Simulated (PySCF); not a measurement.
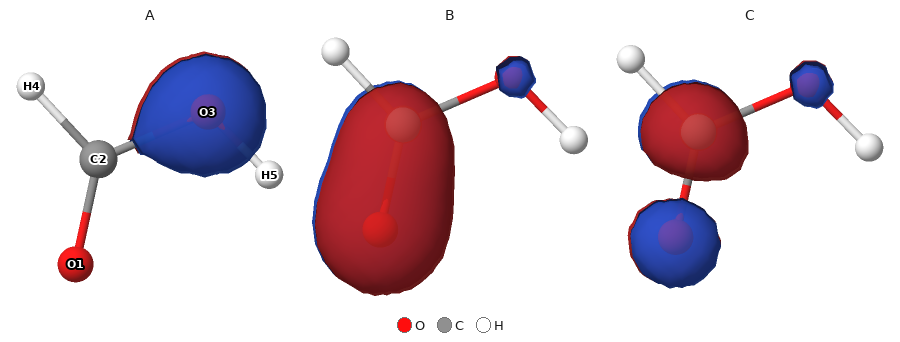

Figure 1: CH$_{2}$O$_{2}$, SMILES `O=CO`. Natural orbitals of the π active space, CASSCF(4,3), singlet state, in order of falling occupation.

Method: 6-311+G** basis; geometry: GFN2-xTB; program: PySCF. No frequency check shows the geometry to be a minimum.

Cartesian coordinates (Å):

```
O1       1.1284    0.2627    0.0000
C2       0.1311   -0.3916    0.0000
O3      -1.1021    0.0853    0.0000
H4       0.1002   -1.4918    0.0000
H5      -1.0975    1.0580    0.0000
```

What are the natural occupation numbers?

Answer. A 2.00, B 1.94, C 0.06.

How multiconfigurational is the state?

Answer. The leading determinant weighs 0.97; the effective number of unpaired electrons, Σ n²(2−n)², is 0.02; the most occupied of the weakly occupied orbitals holds 0.06 e, as in an ordinary closed-shell π system. The active space lowers the energy by 0.77 eV against Hartree–Fock.

Where does the lowest triplet lie relative to the singlet, at this geometry and within this active space?

Answer. 7.01 eV above it by strongly contracted NEVPT2 (+6.39 eV by CASSCF); a small basis tends to put such gaps a few tenths of an eV too high. This is a vertical energy for π states alone; a state that uses lone pairs or σ orbitals may lie lower.

The PySCF run took 8.5 s on 1 thread of Intel(R) Xeon(R) Processor @ 2.70GHz, with other jobs on the host, peak memory 0.21 GiB.
